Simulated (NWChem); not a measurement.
# SiH2S2 (SMILES S[Si]S) at CCSD/def2-SVP (scan kind bond)

We compute the energy along one coordinate of SiH2S2. 

Program for the calculation: NWChem 7.3.0.

1 further run of the same task is left out (set aside as unsound or not needed).

### 1 The system as given

SiH2S2 has 5 atoms, charge 0, and is taken as a singlet. SMILES: `S[Si]S`. One bond was lengthened or shortened from a relaxed shape.

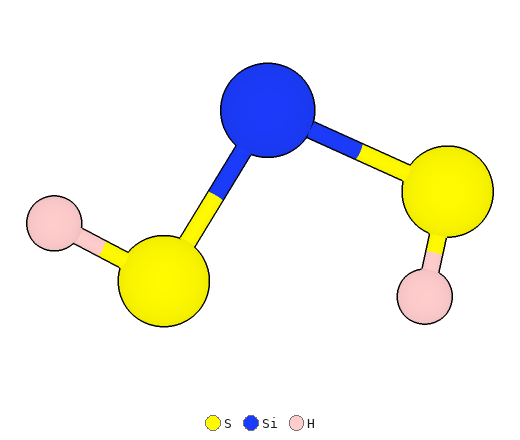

The structure, seen from a chosen angle (sulfur yellow, silicon blue, hydrogen pink).

### 2 The energy along one coordinate at CCSD/def2-SVP (scan kind bond)

File m1.nw:

```
start m1
memory 2200 mb
geometry noautosym nocenter noautoz
 S    -0.573419   -1.205861   -0.598515
 Si   -0.587919    0.786839    0.180485
 S     1.493781    0.935239    0.676885
 H    -1.887419   -1.224261   -0.882415
 H     1.874100   -0.093900    0.352900
end
basis spherical bse
 * library def2-SVP
end
scf
 thresh 1e-08
 maxiter 80
 print low
end
ccsd
 freeze core 15
 maxiter 150
end
task ccsd energy
geometry noautosym nocenter noautoz
 S     -0.640573    -1.024142    -0.541308
 Si    -0.655073     0.968558     0.237692
 S      1.426627     1.116958     0.734092
 H     -1.954573    -1.042542    -0.825208
 H      1.874100    -0.093900     0.352900
end
task ccsd energy
geometry noautosym nocenter noautoz
 S       -0.707728      -0.842424      -0.484101
 Si      -0.722228       1.150276       0.294899
 S        1.359472       1.298676       0.791299
 H       -2.021728      -0.860824      -0.768001
 H        1.874100      -0.093900       0.352900
end
task ccsd energy
geometry noautosym nocenter noautoz
 S     -0.797488    -0.599533    -0.407636
 Si    -0.811988     1.393167     0.371364
 S      1.269712     1.541567     0.867764
 H     -2.111488    -0.617933    -0.691536
 H      1.874100    -0.093900     0.352900
end
task ccsd energy
geometry noautosym nocenter noautoz
 S    -0.909190   -0.297268   -0.312479
 Si   -0.923690    1.695432    0.466521
 S     1.158010    1.843832    0.962921
 H    -2.223190   -0.315668   -0.596379
 H     1.874100   -0.093900    0.352900
end
task ccsd energy
geometry units angstrom noautosym nocenter noautoz
 S       -1.043499       0.066169      -0.198065
 Si      -1.057999       2.058869       0.580935
 S        1.023701       2.207269       1.077335
 H       -2.357499       0.047769      -0.481965
 H        1.874100      -0.093900       0.352900
end
task ccsd energy
geometry units angstroms noautosym nocenter noautoz
 S     -1.222688     0.551052    -0.045418
 Si    -1.237188     2.543752     0.733582
 S      0.844512     2.692152     1.229982
 H     -2.536688     0.532652    -0.329318
 H      1.874100    -0.093900     0.352900
end
task ccsd energy
geometry units angstrom noautosym nocenter noautoz
 S       -1.446425       1.156481       0.145178
 Si      -1.460925       3.149181       0.924178
 S        0.620775       3.297581       1.420578
 H       -2.760425       1.138081      -0.138722
 H        1.874100      -0.093900       0.352900
end
task ccsd energy
```

On the command line:

```bash
$ nwchem m1.nw > m1.out
```

Output:

```text
[...]
  functions       =    64
[...]
  wavefunction    = RHF
[...]
         Total SCF energy =  -1084.815899561568
[...]
 Total MP2 energy:          -1085.156183087437739
[...]
             energy      energy      error      ampl     ampl      Block
                                                time     time      time
[...]
             energy      energy      error      ampl     ampl      Block
                                                time     time      time
[...]
             energy      energy      error      ampl     ampl      Block
                                                time     time      time
[...]
             energy      energy      error      ampl     ampl      Block
                                                time     time      time
[...]
             energy      energy      error      ampl     ampl      Block
                                                time     time      time
[...]
 Total CCSD energy:          -1085.086572190019751
[...]
         Total SCF energy =  -1084.588523633979
      One-electron energy =  -1839.320436526791
      Two-electron energy =    584.825792067520
 Nuclear repulsion energy =    169.906120825293
        Time for solution =      2.8s
[...]
 Total MP2 energy:          -1085.018631306666748
[...]
             energy      energy      error      ampl     ampl      Block
                                                time     time      time
[...]
 Total CCSD energy:          -1085.077394058984055
[...]
```

Run time: 2.6 min. Hardware: 1 thread of AMD EPYC 9R45 (Zen 5), shared host; peak memory 0.13 GiB.

The scan, from its lowest point:

```csv
H5–S3 (Å),energy (kJ/mol)
1.144,78.7
1.346,0.0
1.548,36.6
1.818,132.2
2.154,240.0
2.558,323.3
3.097,376.3
3.770,400.4
```

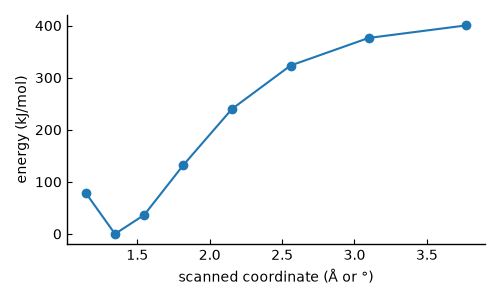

Energy along the scan.
